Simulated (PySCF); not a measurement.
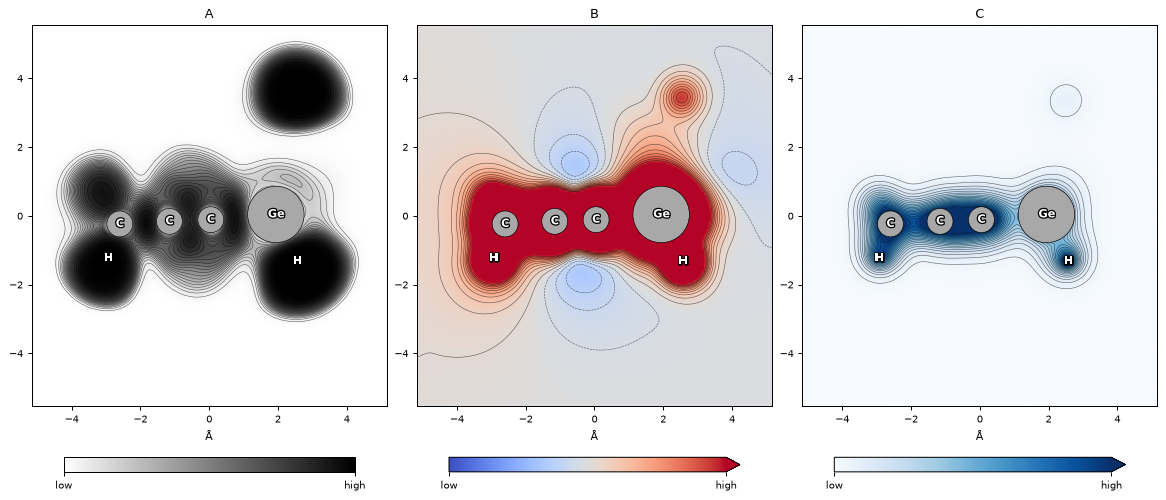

C3H9Ge2N (SMILES CC#[C][GeH2][NH][GeH3]): 3 fields on the plane of atoms C3, Ge4 and H11, with unlabelled colour scales. Grey discs cover the atomic cores.

Geometry: GFN2-xTB.

Level of theory: PySCF, wB97X-D/def2-SVPD, SCF density, gas phase.

### Which field does each panel show? The fields are: electron density, electron localisation function and electrostatic potential.

Panel A: electron localisation function. Panel B: electrostatic potential (strongly positive close to the atoms, with negative regions outside electron-rich atoms). Panel C: electron density. From the grid: C–C (1.21 Å): ρ at the midpoint is about 2.7 e/Å³; the ELF peaks at about 0.85 between the atoms (a short, multiple covalent bond). C–Ge (1.90 Å): ρ at the midpoint is about 0.91 e/Å³; the ELF peaks at about 0.95 in the valence shell of C, 0.7 Å from its nucleus, and is about 0.65 at the midpoint.
